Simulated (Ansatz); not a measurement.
# UCCSD/def2-SVPD run of C2H2FSi (SMILES C#C[SiH]F)

What is the vertical electron affinity of C2H2FSi at UCCSD/def2-SVPD? 

The calculation is run with Ansatz 0.2.0.

46 further runs of the same task are left out: 46 set aside as unsound or not needed.

### Step 1. The molecule

The species is C2H2FSi (6 atoms), meant as a doublet with charge 0. SMILES: `C#C[SiH]F`. Geometry: relaxed at PBE0-D4/def2-TZVP.

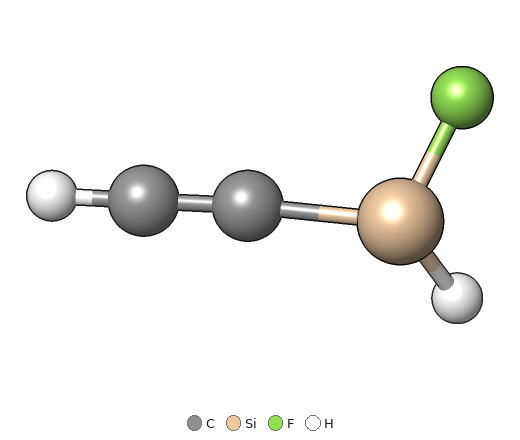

Viewed from a chosen angle; carbon grey, silicon light orange, fluorine green, hydrogen white.

### Step 2. The energy at UCCSD/def2-SVPD

Input file input.yaml:

```yaml
crystal:
  periodic: [false, false, false]
  atoms:
    - {symbol: C, position_ang: [0.118100, -0.680000, -1.605700]}
    - {symbol: C, position_ang: [0.120400, -0.213700, -0.490100]}
    - {symbol: Si, position_ang: [0.338300, 0.466700, 1.168800]}
    - {symbol: F, position_ang: [-0.478000, -0.412300, 2.226800]}
    - {symbol: H, position_ang: [0.100300, -1.089200, -2.590300]}
    - {symbol: H, position_ang: [-0.157100, 1.864400, 1.244300]}
basis:
  gaussian: {orbitals: def2-SVPD}
magnetization: {spin_polarized: true, initial_magnetization: 1}
correlation: {method: ccsd, frozen_orbitals: {C: 1, F: 1, H: 0, Si: 5}}
accuracy: high
scf: {omitted_lower_state_checks: [cluster_reference, increment]}
```

Run with:

```sh
ansatz run input.yaml --threads 1 --pin off --max-ram 3480MiB --events-out events.jsonl --progress --plain --runs-dir runs
```

Log (excerpt; [...] marks lines left out):

```text
Warning: RAYON_NUM_THREADS=1 ignored (pool sized by the plan → 1); use --threads N
Functional definition: HF
  name "HF"
[...]
1967 factors; integrals over basis functions are off by at most 3.7e-9 eV
[...]
mean field -12653.61570630 eV, -465.0118002777 hartree, gradient 8.7e-8 eV, S^2 0.819814; 2 other end points of the search recorded, 0 dependent functions left out
8 core orbitals not correlated: weight in the atoms' cores, before any rotation towards them, 1.000 or more for the frozen orbitals, at most 0.000 for the correlated occupied ones
reference -12653.61570630 eV, -465.0118002777 hartree; 11, 10 occupied and 84, 85 virtual orbitals, 1967 factors
second order -14.31556952 eV of doubles, -0.00000000 eV of singles
cycle   1  -14.44542992 eV  change   -1.3e-1 eV  update   1.1e-1
[...]
cycle  26  -15.07157422 eV  change   7.5e-11 eV  update   1.8e-9
Total energy: -12668.68728052 eV, -465.5656704145 hartree
Checks for a lower state left out: cluster_reference, increment
```

It took 95 s on 1 thread of Arm Neoverse V1, shared host; peak memory 1.5 GiB.

### Step 3. The singlet anion at the same level

Input file job.yaml:

```yaml
basis:
  gaussian:
    orbitals: def2-SVPD
crystal:
  periodic: [false, false, false]
  atoms:
    - symbol: C
      position_ang: [0.118100, -0.680000, -1.605700]
    - symbol: C
      position_ang: [0.120400, -0.213700, -0.490100]
    - symbol: Si
      position_ang: [0.338300, 0.466700, 1.168800]
    - symbol: F
      position_ang: [-0.478000, -0.412300, 2.226800]
    - symbol: H
      position_ang: [0.100300, -1.089200, -2.590300]
    - symbol: H
      position_ang: [-0.157100, 1.864400, 1.244300]
total_charge: -1
correlation:
  method: ccsd
  frozen_orbitals: {C: 1, F: 1, H: 0, Si: 5}
accuracy: high
scf:
  omitted_lower_state_checks: [cluster_reference, increment]
```

Run with:

```sh
ansatz run job.yaml --threads 1 --pin off --max-ram 3480MiB --events-out events.jsonl --progress --plain --runs-dir runs
```

Log (excerpt; [...] marks lines left out):

```text
Warning: RAYON_NUM_THREADS=1 ignored (pool sized by the plan → 1); use --threads N
[... 2 set-up lines as earlier in the session ...]
[...]
1968 factors; integrals over basis functions are off by at most 3.7e-9 eV
[...]
mean field -12653.41161524 eV, -465.0043000697 hartree, gradient 1.2e-8 eV, S^2 0.000000; 1 other end points of the search recorded, 0 dependent functions left out
8 core orbitals not correlated: weight in the atoms' cores, before any rotation towards them, 1.000 or more for the frozen orbitals, at most 0.000 for the correlated occupied ones
reference -12653.41161524 eV, -465.0043000697 hartree; 11, 11 occupied and 84, 84 virtual orbitals, 1968 factors
second order -15.28632036 eV of doubles, -0.00000000 eV of singles
cycle   1  -15.40955651 eV  change   -1.2e-1 eV  update   1.1e-1
[...]
cycle  26  -15.99118469 eV  change    1.4e-9 eV  update   2.4e-9
Total energy: -12669.40279993 eV, -465.5919652679 hartree
Checks for a lower state left out: cluster_reference, increment
```

Run time: 30 s. Hardware: 1 thread of Arm Neoverse V1, shared host; peak memory 0.72 GiB.

### Step 4. Outcome

At UCCSD/def2-SVPD, 8 core orbitals frozen:

```
                                                    quantity          value
                               doublet C2H2FSi: total energy  -465.56567 Eh
doublet C2H2FSi: correlation energy (8 core orbitals frozen)     -553.9 mEh
          doublet C2H2FSi: ⟨S²⟩ of the reference determinant          0.820
                              doublet C2H2FSi: T1 diagnostic          0.024
                                 singlet anion: total energy  -465.59197 Eh
  singlet anion: correlation energy (8 core orbitals frozen)     -587.7 mEh
                                singlet anion: T1 diagnostic          0.016
           vertical electron affinity (to the singlet anion)       0.716 eV
```

**Reading.** At fixed nuclei the extra electron is bound by 0.72 eV (69.0 kJ/mol).
